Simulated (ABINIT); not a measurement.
# Y2CrH6 (Fm-3m): a self-consistent loop beyond G0W0, cycle by cycle

Wanted: G0W0 and self-consistent gaps of Y2CrH6 (Fm-3m), with the cost of the cycles.

Main program and level: ABINIT 10.8.3; LDA and many-body steps on it, plane waves.

## 1. Set-up

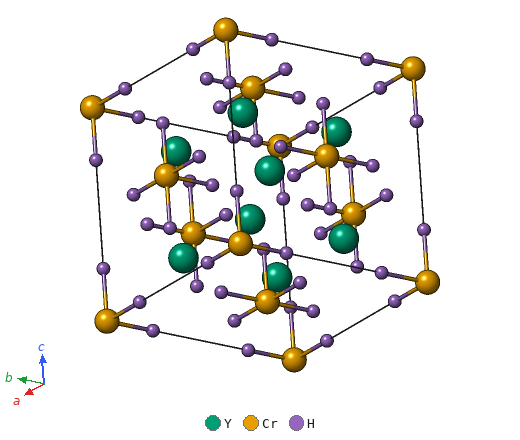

The starting structure, seen from a free direction (yttrium teal, chromium orange, hydrogen purple). This picture shows the conventional cell, with its axes. Some periodic images of atoms are drawn too.

Structure file:

```cif
data_structure
_symmetry_space_group_name_H-M 'Fm-3m'
_symmetry_Int_Tables_number 225
_cell_length_a 6.9986
_cell_length_b 6.9986
_cell_length_c 6.9986
_cell_angle_alpha 90.000
_cell_angle_beta 90.000
_cell_angle_gamma 90.000
_cell_volume 342.80
loop_
_atom_site_label
_atom_site_type_symbol
_atom_site_symmetry_multiplicity
_atom_site_Wyckoff_symbol
_atom_site_fract_x
_atom_site_fract_y
_atom_site_fract_z
_atom_site_occupancy
Y1 Y 8 c 0.25000 0.25000 0.75000 1
Cr1 Cr 4 a 0.00000 0.00000 0.00000 1
H1 H 24 e 0.00000 0.00000 0.75439 1
```

The cell and positions are those that the Materials Project relaxed with its own functionals (PBE, PBE+U or r2SCAN), kept fixed.

## 2. Empty states on the mesh, 2×2×2 mesh, 83 bands

This step: ABINIT 10.8.3; DFT, LDA, plane waves, norm-conserving pseudopotentials.

The sums over transitions need many empty states on a uniform mesh; this step solves for them.

run.abi reads:

```
acell 3*1.0 Angstrom
rprim 
  0.000000000000 3.499313000000 3.499313000000
  3.499313000000 0.000000000000 3.499313000000
  3.499313000000 3.499313000000 -0.000000000000
ntypat 3
znucl 39 24 1
natom 9
typat 1 1 2 3 3 3 3 3 3
xred 
  0.750000000000 0.750000000000 0.750000000000
  0.250000000000 0.250000000000 0.250000000000
  0.000000000000 0.000000000000 0.000000000000
  0.754389000000 0.754389000000 0.245611000000
  0.245611000000 0.754389000000 0.245611000000
  0.754389000000 0.245611000000 0.245611000000
  0.245611000000 0.245611000000 0.754389000000
  0.754389000000 0.245611000000 0.754389000000
  0.245611000000 0.754389000000 0.754389000000
pp_dirpath "pseudos"
pseudos "Y.upf, Cr.upf, H.upf"
ecut 43
ngkpt 2 2 2
nshiftk 1
shiftk 0 0 0
kptopt 1
chksymbreak 0
iscf -2
irdden 1
istwfk *1
nband 83
nbdbuf 6
tolwfr 1e-09
nstep 60
prtvol 0
indata_prefix "in"
outdata_prefix "out"
tmpdata_prefix "tmp"
```

The run is started by

```console
> OMP_NUM_THREADS=1 mpirun -n 4 abinit run.abi > log
```

Numbers of over 12 decimals in the logs are rounded to 6 here.

The log of the run:

```text
.Version 10.8.3 of ABINIT. v10.8.2 released Aug 2026.

 Symmetries : space group Fm -3 m (#225); Bravais cF (face-center cubic)
[... echo of the input left out ...]
== DATASET  1 ==================================================================
-   mpi_nproc: 4, omp_nthreads: 1 (-1 if OMP is not activated)
-    --> not optimal distribution: autoparal keyword recommended in input file <--

--- !DatasetInfo
iteration_state: {dtset: 1, }
dimensions: {natom: 9, nkpt: 3, mband: 83, nsppol: 1, nspinor: 1, nspden: 1, mpw: 7848, }
cutoff_energies: {ecut:  43.0, pawecutdg:  -1.0, }
[...]
1.17356    1.17356    1.17356    1.25703    1.25703    1.34818    1.36749    1.36749
   1.36749    1.51802    1.51802    1.51802    1.60070    1.60070    1.60070    1.63087
   1.63087    1.63087    1.63202
 prteigrs : prtvol=0 or 1, do not print more k-points.

== END DATASET(S) ==============================================================
================================================================================

 -outvars: echo values of variables after computation  --------
            nband          83
             nkpt           3
          spgroup         225
 [... the other variables as echoed above ...]

 Calculation completed.
```

Run time: 32 s. Hardware: 4 MPI ranks of Arm Neoverse V1, shared host; peak memory 0.36 GiB.

This step gave:

* gap: 0.2463 eV
* k of the valence top: 0, 0, 0
* k of the conduction bottom: 0.5, 0.5, 0
* least direct gap: 0.4699 eV
* k points computed: 3
* lowest point of the top converged band, above the valence top: 33.48 eV

On this mesh the gap is 0.246 eV.

The density comes from a self-consistent run that is not shown.

## 3. Screening, 2×2×2 mesh, 77 bands, screening to 106.1 eV

The RPA dielectric matrix is built and inverted for each q.

This step: RPA screening on LDA, plane waves, norm-conserving pseudopotentials.

Changes to run.abi since step 2:

```diff
@@ -27,10 +27,11 @@
 chksymbreak 0
-iscf -2
-irdden 1
 istwfk *1
-nband 83
-nbdbuf 6
-tolwfr 1e-09
-nstep 60
-prtvol 0
+occopt 1
+irdwfk 1
+optdriver 3
+nband 77
+ecuteps 3.9
+inclvkb 2
+awtr 1
+symchi 1
 indata_prefix "in"
```

The log of the run:

```text
.Version 10.8.3 of ABINIT. v10.8.2 released Aug 2026.

 Symmetries : space group Fm -3 m (#225); Bravais cF (face-center cubic)
[... echo of the input left out ...]
== DATASET  1 ==================================================================
-   mpi_nproc: 4, omp_nthreads: 1 (-1 if OMP is not activated)

--- !DatasetInfo
iteration_state: {dtset: 1, }
dimensions: {natom: 9, nkpt: 3, mband: 77, nsppol: 1, nspinor: 1, nspden: 1, mpw: 7848, }
cutoff_energies: {ecut:  43.0, pawecutdg:  -1.0, }
electrons: {nelect:   4.20000000E+01, charge:   0.00000000E+00, occopt:   1.00000000E+00, tsmear:   1.00000000E-02, }

 SCREENING: Calculation of the susceptibility and dielectric matrices

 Based on a program developped by R.W. Godby, V. Olevano, G. Onida, and L. Reining.
 Incorporated in ABINIT by V. Olevano, G.-M. Rignanese, and M. Torrent.
.Using double precision arithmetic ; gwpc =  8

[... cell and pseudopotentials left out ...]
--------------------------------------------------------------------------------

 ==== K-mesh for the wavefunctions ====
 Number of points in the irreducible wedge :     3
[... list of points left out ...]
 Together with 48 symmetry operations and time-reversal symmetry
 yields     8 points in the full Brillouin Zone.

 ==== Q-mesh for the screening function ====
 Number of points in the irreducible wedge :     3
[... list of points left out ...]
 Together with 48 symmetry operations and time-reversal symmetry
 yields     8 points in the full Brillouin Zone.

 setmesh: FFT mesh size selected  =    36x   36x   36
          total number of points  =        46656

 vcoul_init : cutoff-mode = AUXILIARY_FUNCTION
 q-points for optical limit:   1
     1)      0.000010    0.000020    0.000030

- screening: taking advantage of time-reversal symmetry
- Maximum band index for partially occupied states nbvw = 21
- Remaining bands to be divided among processors   nbcw = 56
- Number of bands treated by each node ~14

 Number of electrons calculated from density =   42.0000; Expected =   42.0000
 average of density, n =  0.072623
 r_s =    1.4869
 omega_plasma =   25.9952 [eV]

 calculating chi0 at frequencies [eV] :
  1    0.000000E+00    0.000000E+00
  2    0.000000E+00    2.599518E+01

--------------------------------------------------------------------------------
  q-point number  1        q = ( 0.000000, 0.000000, 0.000000) [r.l.u.]
--------------------------------------------------------------------------------
[... chi0 elements left out ...]
 For q-point:  0.000010 0.000020 0.000030
  dielectric constant =  56.3431
  dielectric constant without local fields =  67.8085

  Average fulfillment of the sum rule on Im[epsilon] for q-point    1 :     53.39  [%]
[... wings left out ...]
  q-point number  2        q = ( 0.500000, 0.000000, 0.000000) [r.l.u.]
--------------------------------------------------------------------------------
[... chi0 elements left out ...]
  Average fulfillment of the sum rule on Im[epsilon] for q-point    2 :     61.77  [%]

 [... 1 further q-points ...]
```

It took 11 s on 4 MPI ranks; peak memory 0.91 GiB.

Numbers from this step:

- ε∞ with local fields, on this mesh, along the program's q direction: 56.34
- the same without local fields: 67.81
- plasma frequency: 26.00 eV
- plane waves in the screening matrix: 181

Local fields lower ε∞ by 17 %. On a Γ-centred mesh this coarse the value itself is usually too large, while a short band sum pulls it down.

## 4. G0W0

The self-energy is evaluated for the states that the input lists, and the levels follow from it, in one-shot runs by the linearised quasiparticle equation.

This step: G0W0 on LDA, plane waves, norm-conserving pseudopotentials.

Changes to run.abi since step 3:

```diff
@@ -30,8 +30,17 @@
 irdwfk 1
-optdriver 3
+optdriver 4
 nband 77
+gwcalctyp 0
+ecutsigx 43
+symsigma 1
+nkptgw 2
+kptgw 
+  0.0000000000 0.0000000000 0.0000000000
+  0.5000000000 0.5000000000 0.0000000000
+bdgw 
+  19 23
+  20 23
 ecuteps 3.9
-inclvkb 2
-awtr 1
-symchi 1
+irdscr 1
+ppmodel 1
 indata_prefix "in"
```

The log of the run:

```text
.Version 10.8.3 of ABINIT. v10.8.2 released Aug 2026.

 Symmetries : space group Fm -3 m (#225); Bravais cF (face-center cubic)
[... echo of the input left out ...]
== DATASET  1 ==================================================================
-   mpi_nproc: 4, omp_nthreads: 1 (-1 if OMP is not activated)

--- !DatasetInfo
iteration_state: {dtset: 1, }
dimensions: {natom: 9, nkpt: 3, mband: 77, nsppol: 1, nspinor: 1, nspden: 1, mpw: 7848, }
cutoff_energies: {ecut:  43.0, pawecutdg:  -1.0, }
electrons: {nelect:   4.20000000E+01, charge:   0.00000000E+00, occopt:   1.00000000E+00, tsmear:   1.00000000E-02, }

 SIGMA: Calculation of the GW corrections

 Based on a program developped by R.W. Godby, V. Olevano, G. Onida, and L. Reining.
 Incorporated in ABINIT by V. Olevano, G.-M. Rignanese, and M. Torrent.
.Using double precision arithmetic ; gwpc =  8

[... cell and pseudopotentials left out ...]
--------------------------------------------------------------------------------

 ==== K-mesh for the wavefunctions ====
 Number of points in the irreducible wedge :     3
[... list of points left out ...]
 Together with 48 symmetry operations and time-reversal symmetry
 yields     8 points in the full Brillouin Zone.

 ==== Q-mesh for screening function ====
 Number of points in the irreducible wedge :     3
[... list of points left out ...]
 Together with 48 symmetry operations and time-reversal symmetry
 yields     8 points in the full Brillouin Zone.

 vcoul_init : cutoff-mode = AUXILIARY_FUNCTION
 q-points for optical limit:   1
     1)      0.000010    0.000020    0.000030
 setmesh: FFT mesh size selected  =    60x   60x   60
          total number of points  =       216000

 Number of electrons calculated from density =   42.0000; Expected =   42.0000
 average of density, n =  0.072623
 r_s =    1.4869
 omega_plasma =   25.9952 [eV]

 === KS Band Gaps ===
  >>>> For spin  1
   Minimum direct gap =   0.4700 [eV], located at k-point      :   0.5000  0.5000  0.0000
   Fundamental gap    =   0.2463 [eV], Top of valence bands at :   0.0000  0.0000  0.0000
                                       Bottom of conduction at :   0.5000  0.5000  0.0000
 SIGMA fundamental parameters:
 PLASMON POLE MODEL  1
 number of plane-waves for SigmaX                 7799
 number of plane-waves for SigmaC and W            181
 number of plane-waves for wavefunctions          7799
 number of bands                                    77
 number of independent spin polarizations            1
 number of spinorial components                      1
 number of k-points in IBZ                           3
 number of q-points in IBZ                           3
 number of symmetry operations                      48
 number of k-points in BZ                            8
 number of q-points in BZ                            8
 number of frequencies for dSigma/dE                 9
 frequency step for dSigma/dE [eV]                0.25
 number of omega for Sigma on real axis              0
 max omega for Sigma on real axis  [eV]           0.00
 zcut for avoiding poles [eV]                     0.10

 EPSILON^-1 parameters (SCR file):
 dimension of the eps^-1 matrix on file            181
 dimension of the eps^-1 matrix used               181
 number of plane-waves for wavefunctions          7799
 number of bands                                    77
 number of q-points in IBZ                           3
 number of frequencies                               2
 number of real frequencies                          1
 number of imag frequencies                          1

 matrix elements of self-energy operator (all in [eV])

 Perturbative Calculation

--- !SelfEnergy_ee
iteration_state: {dtset: 1, }
kpoint     : [   0.000,    0.000,    0.000, ]
spin       : 1
KS_gap     :    1.912
QP_gap     :    2.348
Delta_QP_KS:    0.436
data: !SigmaeeData |
     Band     E0 <VxcDFT>   SigX SigC(E0)      Z dSigC/dE  Sig(E)    E-E0       E
       19   7.570 -20.024 -21.729   3.182   0.738  -0.355 -18.934   1.090   8.661
       20   7.570 -20.024 -21.729   3.182   0.738  -0.355 -18.934   1.090   8.661
       21   7.570 -20.024 -21.729   3.182   0.738  -0.355 -18.934   1.090   8.661
       22   9.482 -18.252 -10.839  -5.390   0.754  -0.326 -16.726   1.526  11.008
       23   9.482 -18.252 -10.839  -5.390   0.754  -0.326 -16.726   1.526  11.008

--- !SelfEnergy_ee
iteration_state: {dtset: 1, }
kpoint     : [   0.500,    0.500,    0.000, ]
spin       : 1
KS_gap     :    0.470
QP_gap     :    0.465
Delta_QP_KS:   -0.005
data: !SigmaeeData |
     Band     E0 <VxcDFT>   SigX SigC(E0)      Z dSigC/dE  Sig(E)    E-E0       E
       20   7.347 -19.145 -20.583   2.929   0.742  -0.347 -18.038   1.107   8.454
       21   7.347 -19.145 -20.583   2.929   0.742  -0.347 -18.038   1.107   8.454
       22   7.817 -11.929  -6.589  -3.961   0.799  -0.251 -10.827   1.103   8.919
       23   8.805 -19.762 -12.527  -5.199   0.748  -0.337 -18.238   1.524  10.329

== END DATASET(S) ==============================================================
================================================================================

 -outvars: echo values of variables after computation  --------
           etotal      0.0000000000E+00
            nband          77
             nkpt           3
          spgroup         225
 [... the other variables as echoed above ...]

 Calculation completed.
```

Wall time 5.7 s (4 MPI ranks); peak memory 0.42 GiB; 23 s of CPU time.

Numbers from this step:

- G0W0 gap on the points computed: 0.2580 eV
- starting gap on the mesh: 0.2463 eV
- k of the valence top: 0, 0, 0
- k of the conduction bottom: 0.5, 0.5, 0
- Z at the valence top: 0.738
- Z at the conduction bottom: 0.799
- least direct G0W0 gap on the computed points: 0.4650 eV

The gap on the mesh goes from 0.25 eV to 0.26 eV, a correction of +0.01 eV.

## 5. evGW0, cycle 1

This step: evGW0 on LDA, plane waves, norm-conserving pseudopotentials.

Changes to run.abi since step 4:

```diff
@@ -32,12 +32,14 @@
 nband 77
-gwcalctyp 0
+gwcalctyp 10
 ecutsigx 43
 symsigma 1
-nkptgw 2
+nkptgw 3
 kptgw 
   0.0000000000 0.0000000000 0.0000000000
+  0.5000000000 0.0000000000 0.0000000000
   0.5000000000 0.5000000000 0.0000000000
 bdgw 
-  19 23
-  20 23
+  13 29
+  13 29
+  13 29
 ecuteps 3.9
```

The log of the run:

```text
.Version 10.8.3 of ABINIT. v10.8.2 released Aug 2026.

 Symmetries : space group Fm -3 m (#225); Bravais cF (face-center cubic)
[... echo of the input left out ...]
== DATASET  1 ==================================================================
-   mpi_nproc: 4, omp_nthreads: 1 (-1 if OMP is not activated)

--- !DatasetInfo
iteration_state: {dtset: 1, }
dimensions: {natom: 9, nkpt: 3, mband: 77, nsppol: 1, nspinor: 1, nspden: 1, mpw: 7848, }
cutoff_energies: {ecut:  43.0, pawecutdg:  -1.0, }
electrons: {nelect:   4.20000000E+01, charge:   0.00000000E+00, occopt:   1.00000000E+00, tsmear:   1.00000000E-02, }

 SIGMA: Calculation of the GW corrections

 Based on a program developped by R.W. Godby, V. Olevano, G. Onida, and L. Reining.
 Incorporated in ABINIT by V. Olevano, G.-M. Rignanese, and M. Torrent.
.Using double precision arithmetic ; gwpc =  8

[... cell and pseudopotentials left out ...]
--------------------------------------------------------------------------------

 ==== K-mesh for the wavefunctions ====
 Number of points in the irreducible wedge :     3
[... list of points left out ...]
 Together with 48 symmetry operations and time-reversal symmetry
 yields     8 points in the full Brillouin Zone.

 ==== Q-mesh for screening function ====
 Number of points in the irreducible wedge :     3
[... list of points left out ...]
 Together with 48 symmetry operations and time-reversal symmetry
 yields     8 points in the full Brillouin Zone.

 vcoul_init : cutoff-mode = AUXILIARY_FUNCTION
 q-points for optical limit:   1
     1)      0.000010    0.000020    0.000030
 setmesh: FFT mesh size selected  =    60x   60x   60
          total number of points  =       216000

 Number of electrons calculated from density =   42.0000; Expected =   42.0000
[...]
--- !SelfEnergy_ee
iteration_state: {dtset: 1, }
kpoint     : [   0.500,    0.000,    0.000, ]
spin       : 1
KS_gap     :    1.842
QP_gap     :    1.842
Delta_QP_KS:   -0.000
data: !SigmaeeData |
     Band     E_DFT   <VxcDFT>   E(N-1)  <Hhartree>   SigX  SigC[E(N-1)]    Z     dSigC/dE  Sig[E(N)]  DeltaE  E(N)_pert E(N)_diago
[...]
--- !SelfEnergy_ee
iteration_state: {dtset: 1, }
kpoint     : [   0.500,    0.500,    0.000, ]
spin       : 1
KS_gap     :    0.470
QP_gap     :    0.465
Delta_QP_KS:   -0.005
data: !SigmaeeData |
     Band     E_DFT   <VxcDFT>   E(N-1)  <Hhartree>   SigX  SigC[E(N-1)]    Z     dSigC/dE  Sig[E(N)]  DeltaE  E(N)_pert E(N)_diago
[...]
28    11.466   -16.543    11.466    28.008   -10.438    -4.192     0.770    -0.298   -15.070     1.473    12.938    13.378
       29    12.326   -14.358    12.326    26.684    -7.668    -4.704     0.771    -0.297   -12.826     1.532    13.857    14.312

 New Fermi energy :        3.352306E-01 Ha ,    9.122090E+00 eV

 === QP Band Gaps ===
  >>>> For spin  1
   Minimum direct gap =   0.3581 [eV], located at k-point      :   0.5000  0.5000  0.0000
   Fundamental gap    =   0.1480 [eV], Top of valence bands at :   0.0000  0.0000  0.0000
                                       Bottom of conduction at :   0.5000  0.5000  0.0000

 writing QP data on file : out_QPS

 Convergence of QP corrections
 >>>>> For spin  1 <<<<<
.  kptgw no:  1; Maximum DeltaE = (   0.432   0.001) for band index: 17
.  kptgw no:  2; Maximum DeltaE = (  -0.051   0.001) for band index: 14
.  kptgw no:  3; Maximum DeltaE = (   0.051   0.000) for band index: 17

== END DATASET(S) ==============================================================
================================================================================

 -outvars: echo values of variables after computation  --------
           etotal      0.0000000000E+00
            nband          77
             nkpt           3
          spgroup         225
 [... the other variables as echoed above ...]

 Calculation completed.
```

Run time: 15 s. Hardware: 4 MPI ranks; peak memory 1.7 GiB; 60 s of CPU time.

This step gave:

```yaml
quasiparticle_gap_on_the_points_computed: 0.1480 eV
gap_of_the_density_functional_on_the_mesh: 0.2463 eV
k_of_the_valence_top: 0, 0, 0
k_of_the_conduction_bottom: 0.5, 0.5, 0
z_at_the_valence_top: 0.738
z_at_the_conduction_bottom: 0.799
least_direct_quasiparticle_gap_on_the_computed_points: 0.3580 eV
```

Against G0W0 in ABINIT (2×2×2 mesh, 77 bands, screening to 106.1 eV, Godby-Needs plasmon pole), the gap moves by −0.110 eV. This first cycle still uses the starting levels; it takes the full correction, at all points of the mesh, and its linearised value is 0.258 eV.

## 6. evGW0, cycle 2

The corrected levels of the last cycle go back in.

Changes to run.abi since step 5:

```diff
@@ -47,2 +47,3 @@
 ppmodel 1
+irdqps 1
 indata_prefix "in"
```

The log of the run:

```text
.Version 10.8.3 of ABINIT. v10.8.2 released Aug 2026.

 Symmetries : space group Fm -3 m (#225); Bravais cF (face-center cubic)
[... echo of the input left out ...]
== DATASET  1 ==================================================================
-   mpi_nproc: 4, omp_nthreads: 1 (-1 if OMP is not activated)

--- !DatasetInfo
iteration_state: {dtset: 1, }
dimensions: {natom: 9, nkpt: 3, mband: 77, nsppol: 1, nspinor: 1, nspden: 1, mpw: 7848, }
cutoff_energies: {ecut:  43.0, pawecutdg:  -1.0, }
[...]
Convergence of QP corrections
 >>>>> For spin  1 <<<<<
.  kptgw no:  1; Maximum DeltaE = (   0.033   0.001) for band index: 16
.  kptgw no:  2; Maximum DeltaE = (   0.059  -0.005) for band index: 14
.  kptgw no:  3; Maximum DeltaE = (   0.036   0.005) for band index: 17

== END DATASET(S) ==============================================================
================================================================================

 -outvars: echo values of variables after computation  --------
           etotal      0.0000000000E+00
            nband          77
             nkpt           3
          spgroup         225
 [... the other variables as echoed above ...]

 Calculation completed.
```

Elapsed: 15 s, on 4 MPI ranks; peak memory 1.7 GiB; 60 s of CPU time.

This step gave:

| Item | Value |
| --- | --- |
| quasiparticle gap on the points computed | 0.1380 eV |
| gap of the density functional on the mesh | 0.2463 eV |
| k of the valence top | 0, 0, 0 |
| k of the conduction bottom | 0.5, 0.5, 0 |
| least direct quasiparticle gap on the computed points | 0.3530 eV |

Against the cycle before, the gap moves by −0.010 eV.

[end of part 1 of 2]

[Paths, hosts, dates, memory and timing lines, banners, echoed tables and standing remarks are left out of the program output.]

[Logs are printed without paths, hosts, clocks, repeated set-up lines and the standing remarks that a program may print on its own settings, such as how far it seeks lower states.]

[Runs of the session that timed out or met a known fault of the program may be left out.]

[Hosts, paths, dates, database ids (printed as entryN), source tags and the programs' standing remarks are cut or masked in the printed files.]

[G0W0 gaps are taken among the corrected bands and points alone; a level outside them can change the order at an edge.]

[Where Ansatz stands beside ABINIT at settings called matched, ABINIT's density can come from a denser mesh and the files from another edition; pairs whose starting gaps differed by over 0.03 eV were left out, so agreement reads better than it is.]
